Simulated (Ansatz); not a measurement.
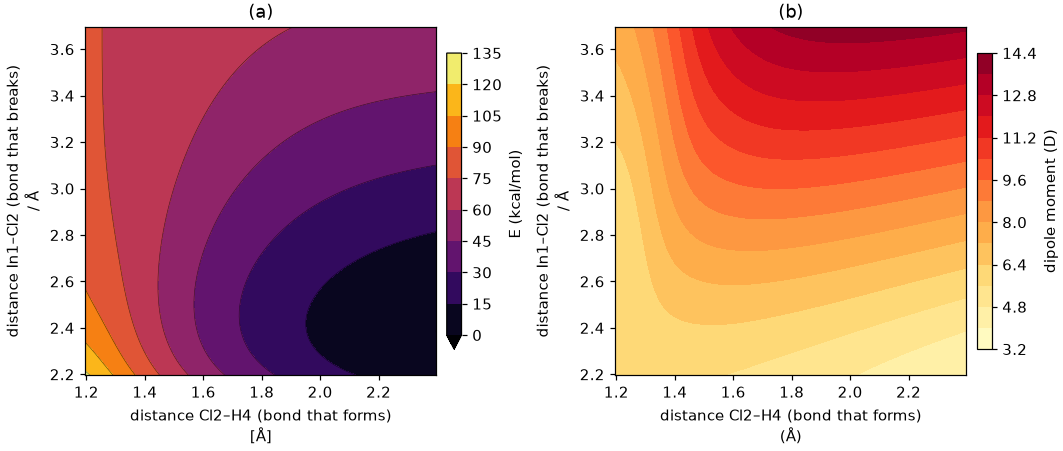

The reacting system CH₄ClInO (fragments CH₄ClInO where the first distance is long, CH₃InO + ClH where the second is long). The first coordinate is: distance Cl2–H4 (bond that forms); the second: distance In1–Cl2 (bond that breaks). Relaxed at each point: all other coordinates. Grid: 11 × 11 points. Points are written as (first, second). All energies are given in kcal/mol relative to the lowest grid point. The reference is spin-restricted, so regions where a bond is pulled apart into radicals lie too high. Method: RHF/def2-SVP in Ansatz.

Panel (a) is the energy; panel (b) is the computed dipole moment, in D.

Drawn: filled contours. Between grid points the surface is interpolated.

How does the dipole moment vary over the map, and what is it at the lowest grid point?

Leaving out the highest fifth of the energies, it runs from 4.0 D at (2.397 Å, 2.196 Å) to 14.0 D at (1.965 Å, 3.696 Å). At the lowest grid point, (2.397 Å, 2.397 Å), it is 4.9 D. That point lies on the edge of the scan.

| second ↓, first → | 1.197 | 1.264 | 1.357 | 1.463 | 1.579 | 1.702 | 1.831 | 1.965 | 2.105 | 2.249 | 2.397 |
| --- | --- | --- | --- | --- | --- | --- | --- | --- | --- | --- | --- |
| 3.696 | 7.5 | 8.0 | 9.3 | 11.3 | 12.7 | 13.5 | 13.9 | 14.0 | 14.0 | 13.9 | 13.7 |
| 3.511 | 7.1 | 7.6 | 8.9 | 10.7 | 11.9 | 12.5 | 12.8 | 12.9 | 12.8 | 12.6 | 12.4 |
| 3.331 | 6.7 | 7.2 | 8.4 | 10.1 | 11.1 | 11.5 | 11.7 | 11.7 | 11.5 | 11.4 | 11.1 |
| 3.156 | 6.3 | 6.8 | 8.0 | 9.5 | 10.2 | 10.5 | 10.6 | 10.5 | 10.3 | 10.1 | 9.9 |
| 2.988 | 6.0 | 6.4 | 7.7 | 8.8 | 9.3 | 9.5 | 9.5 | 9.4 | 9.2 | 8.9 | 8.7 |
| 2.827 | 5.8 | 6.2 | 7.3 | 8.1 | 8.5 | 8.5 | 8.5 | 8.3 | 8.1 | 7.8 | 7.5 |
| 2.673 | 5.7 | 6.0 | 6.9 | 7.4 | 7.6 | 7.6 | 7.5 | 7.3 | 7.1 | 6.8 | 6.5 |
| 2.529 | 5.6 | 5.9 | 6.5 | 6.8 | 6.9 | 6.8 | 6.7 | 6.5 | 6.2 | 5.9 | 5.6 |
| 2.397 | 5.6 | 5.8 | 6.1 | 6.3 | 6.3 | 6.2 | 6.0 | 5.8 | 5.5 | 5.2 | 4.9 |
| 2.280 | 5.7 | 5.7 | 5.9 | 5.9 | 5.9 | 5.7 | 5.5 | 5.2 | 4.9 | 4.6 | 4.3 |
| 2.196 | 5.7 | 5.6 | 5.7 | 5.7 | 5.6 | 5.4 | 5.2 | 4.9 | 4.6 | 4.3 | 4.0 |
